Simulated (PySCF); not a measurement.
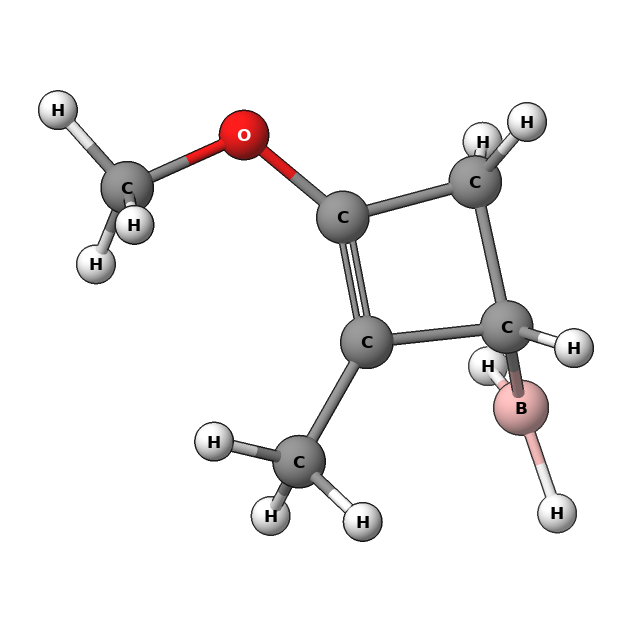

Ball-and-stick drawing of a structure. Multiple sticks mark multiple bonds (one Kekulé form).

The geometry was computed by an optimisation with GFN2-xTB. No frequency run is at hand to confirm it as a minimum.

Which formula does it have?

C₆H₁₁BO, 19 atoms: 6 carbon, 11 hydrogen, 1 boron and 1 oxygen.

Does it have rings?

Independent rings (smallest set): 1 of 4 members.

Count the bonded pairs by element.

9 C–H, 5 C–C, 2 C–O, 2 B–H, 1 C–B.

Name some functional groups or characteristic bonds that it holds.

Among them: ether, alkene, B–H bond.

The parts below concern this one geometry. Atoms keep their numbers from picture to picture.

### Symmetry

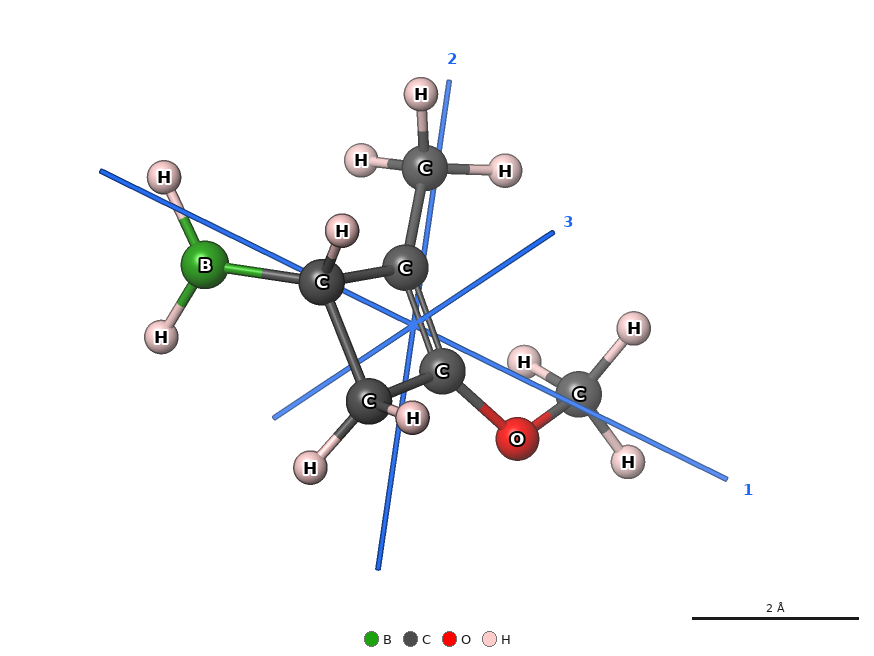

The three principal axes of inertia are drawn and numbered. Atoms fade into the background with distance from the viewer. No frequency run is at hand to confirm it as a minimum. Masses are those of the most abundant isotopes; constants are for the rigid equilibrium geometry.

Which line is the a axis (least moment of inertia), which b and which c?

a is line 1, b is line 2, c is line 3; the moments are 150, 317, 421 u Å².

What kind of rotor is it, and what are its rotational constants in MHz?

An asymmetric top (C1): A = 3373, B = 1593, C = 1199 MHz. Ray's parameter κ is −0.64, nearer the prolate limit.

### Dipole moment

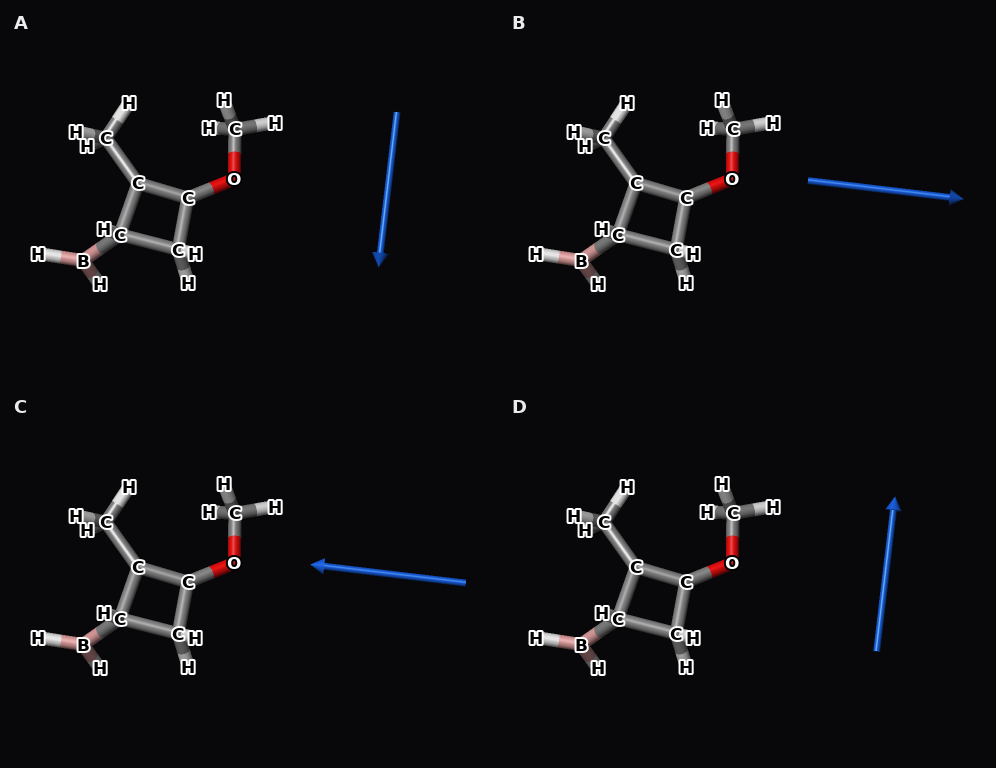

The same molecule four times, each with an arrow. No frequency run is at hand to confirm it as a minimum. Method: PBE0/pcSseg-1, gas phase (PySCF 2.14.0).

Which arrow points along the dipole moment, from the negative to the positive end?

D. The dipole moment is 1.76 D.

### NMR shielding

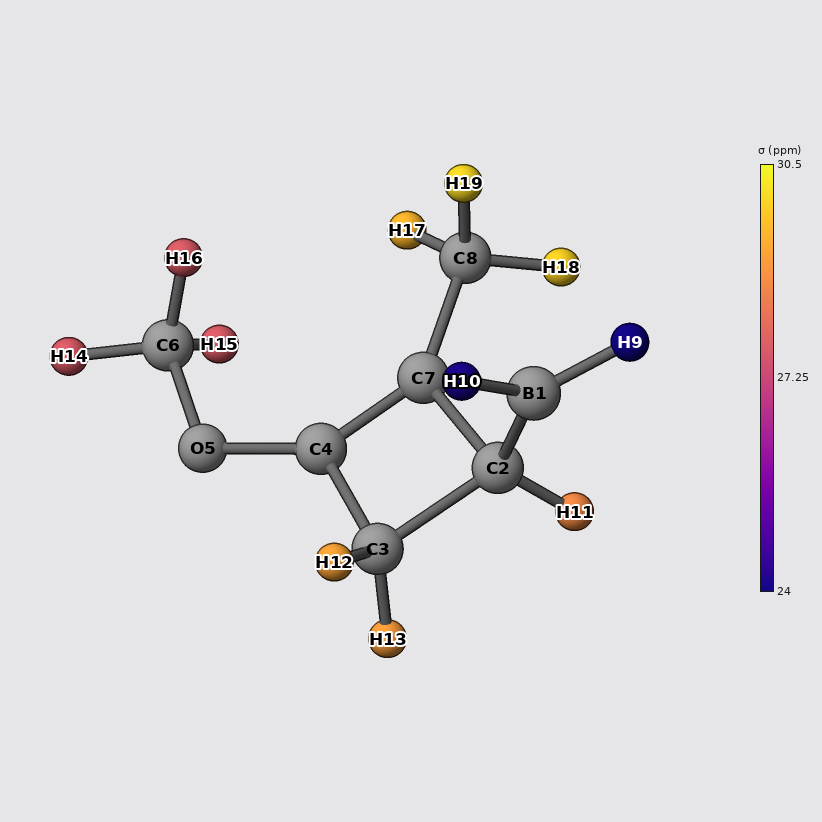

Atoms are coloured by their isotropic NMR shieldings (H only, the others grey). No frequency run is at hand to confirm it as a minimum. Level of theory: GIAO PBE0/pcSseg-1 NMR shielding, non-relativistic, gas phase (PySCF 2.14.0).

Which H atom is the most shielded (lowest chemical shift)?

H19 (30.04 ppm).

Which H atom is the least shielded (highest chemical shift)?

H9 (24.06 ppm).

How wide is the range of H shifts?

5.98 ppm.

List the isotropic NMR shieldings of the H atoms.

| atom | σ (ppm) |
| --- | --- |
| H9 | 24.06 |
| H10 | 24.17 |
| H11 | 28.68 |
| H12 | 29.18 |
| H13 | 29.04 |
| H14 | 27.71 |
| H15 | 27.76 |
| H16 | 27.74 |
| H17 | 29.50 |
| H18 | 29.91 |
| H19 | 30.04 |

### Ring current

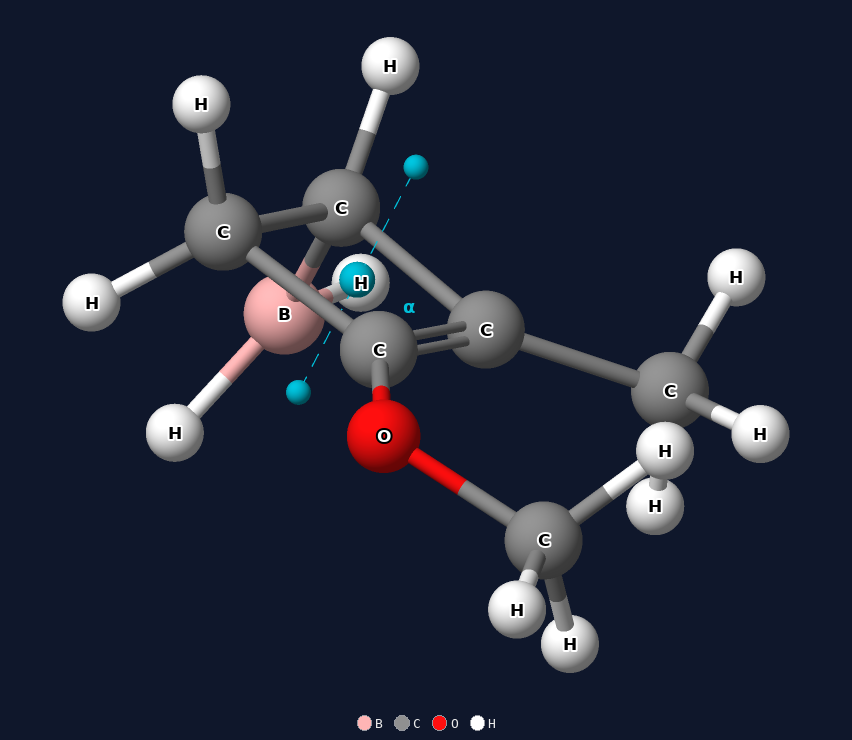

The small points mark where nucleus-independent chemical shifts (NICS) were computed: at the centre of each lettered ring and 1 Å above and below it. No frequency run is at hand to confirm it as a minimum. Method: GIAO PBE0/pcSseg-1 NMR shielding, non-relativistic, gas phase (PySCF 2.14.0).

Give NICS(0), NICS(1) and the out-of-plane component NICS(1)zz for each ring (means of the two sides).

| ring | members | NICS(0) | NICS(1) | NICS(1)zz |
| --- | --- | --- | --- | --- |
| α | C4 | −8.6 | −3.3 | −2.2 |

Values in ppm.

The geometry is semi-empirical. Around B such bond lengths and angles can be off by a tenth of an ångström or more and by several degrees, and values that hang on the shape move with them.
